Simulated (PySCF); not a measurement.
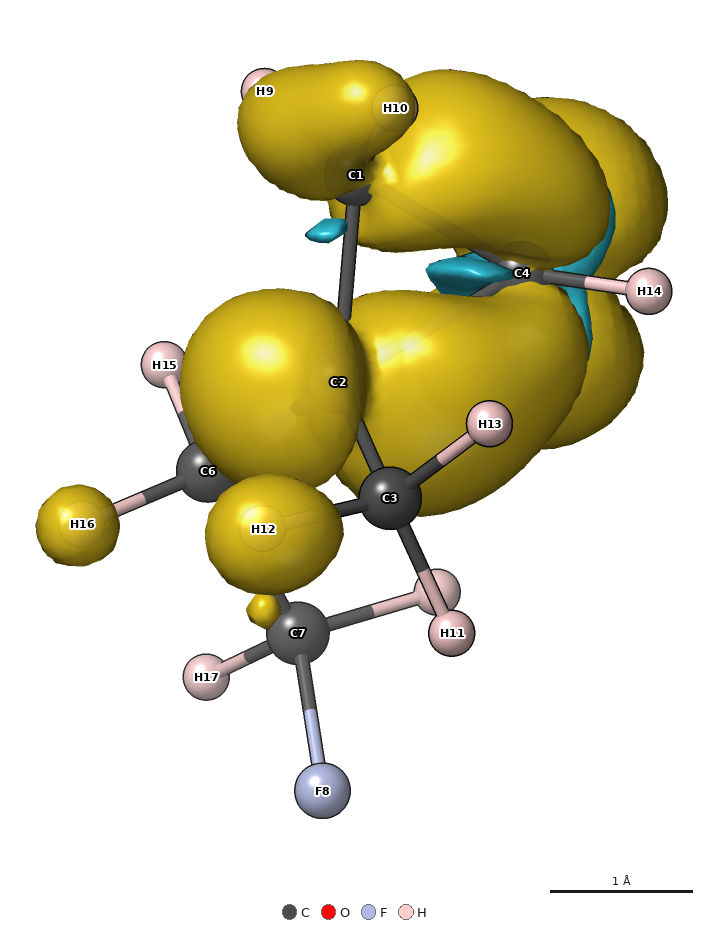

*C₆H₁₀FO (doublet). Isosurfaces of the spin density at +0.015 (yellow) and −0.015 e/Å³ (cyan), seen at an oblique angle.*

Geometry: GFN2-xTB.

Computed with UKS B3LYP, pcH-1 on C F H O, non-relativistic, mean-field spin-orbit, GIAO in PySCF.

```
atom    x (Å)    y (Å)    z (Å)
   C  -1.8121  -0.0518   0.4226
   C  -0.4848   0.1733  -0.1607
   C  -0.3022   0.1543  -1.6480
   C  -0.8946  -1.3043   0.4838
   O  -0.3254  -1.6812   1.5328
   C   0.5631   0.8910   0.6509
   C   1.9187   0.1874   0.6655
   F   2.5470   0.2855  -0.5547
   H  -2.0276   0.3850   1.3867
   H  -2.6601  -0.1452  -0.2396
   H   0.6665  -0.2587  -1.9214
   H  -0.3437   1.1759  -2.0293
   H  -1.0839  -0.4231  -2.1358
   H  -1.0858  -2.0236  -0.3246
   H   0.2333   0.9647   1.6873
   H   0.6958   1.8996   0.2481
   H   2.5877   0.6539   1.3944
   H   1.7994  -0.8762   0.8903
```

**Describe the spin distribution.**

The unpaired spin (1 electron) lies mostly on O5 (about 0.5), C2 (about 0.2), C4 (about 0.1) and C1 (about 0.1), in electrons by Hirshfeld's partition.
